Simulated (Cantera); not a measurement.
Charge: 1 mol MgO, 0.42 mol Br2, 0.017 mol O2, held at 1648 K.

These are equilibrium values from Cantera (NASA tables, ideal gas, pure condensed phases), not measurements of a reactor. Candidate condensed phases: Br2, Mg, MgBr2, MgO; 10 gas species. The numbers say what is thermodynamically allowed, not how fast it happens.

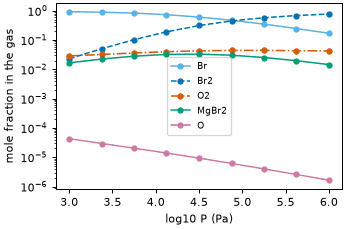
Fig. 1. Equilibrium gas composition (values under 1e-9 drawn at 1e-9)

From 0.0100 bar to 10.0 bar the condensed part is MgO(s). The main Mg-bearing gas is MgBr2 throughout. The share of Mg in condensed phases is highest at 10.0 bar (99.3 %) and lowest at 0.130 bar (97.7 %).
